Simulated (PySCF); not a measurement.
# SbO (charge +1): what the fields show

```yaml
atoms:
  - { symbol: Sb, position_ang: [0.0000, 0.0000, -0.2054] }
  - { symbol: O, position_ang: [0.0000, 0.0000, 1.5526] }
```

Core potentials replace the inner electrons of Sb.

These are results of PySCF 2.14.0, PBE0/def2-TZVPPD, non-relativistic Hamiltonian with scalar-relativistic core potentials where named, at a bond length of 1.758 Å, not measurements.

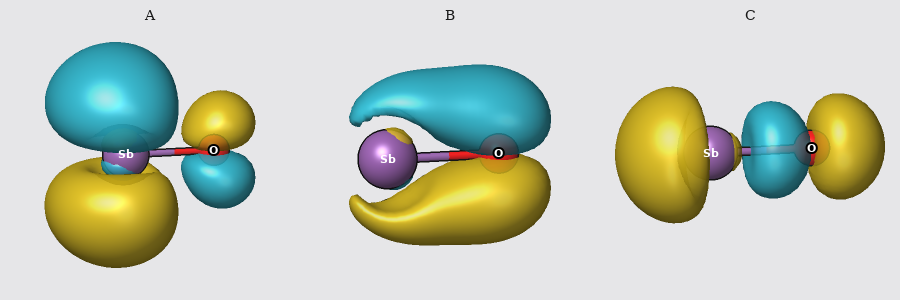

Figure 1. Three frontier orbitals, each drawn at the value that holds 80 % of its norm (yellow and cyan are the two phases), in no order; of a degenerate pair one member is drawn.

Question: Label each orbital by symmetry, say whether it is occupied, and order them by energy.

Answer: Orbital C: σ, occupied, −16.52 eV; shared between the atoms (Sb 40 %, O 60 %).
Orbital B: π, occupied, −16.44 eV; mainly on O (70 %).
Orbital A: π, empty, −10.37 eV; mainly on Sb (80 %).

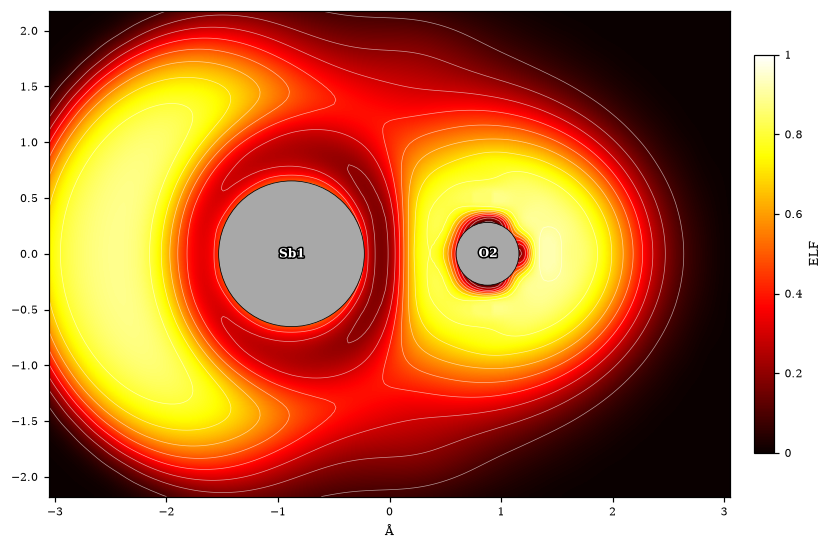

Figure 2. ELF on a plane that holds the molecular axis. Grey discs cover the atomic cores.

Question: Read the bonding off the picture.

Answer: The section cuts through Sb and O sites.
Sb–O (1.76 Å): the ELF peaks at about 0.80 in the valence shell of O, 0.5 Å from its nucleus, and drops to about 0.15 between the two atoms.
The ELF also peaks beside O2 and Sb1, away from the bonds: lone-pair regions.

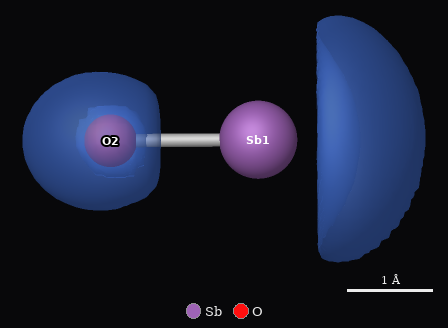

Figure 3. Isosurface of the ELF at 0.75 (blue), seen from one side. Core shells and regions of very low density are left out.

Question: Identify the bonds, lone pairs and shells in this picture.

Answer: The ELF exceeds this value in one lobe on Sb, pointing away from the bonds (lone pairs) and one region wrapped around O (its valence shell).
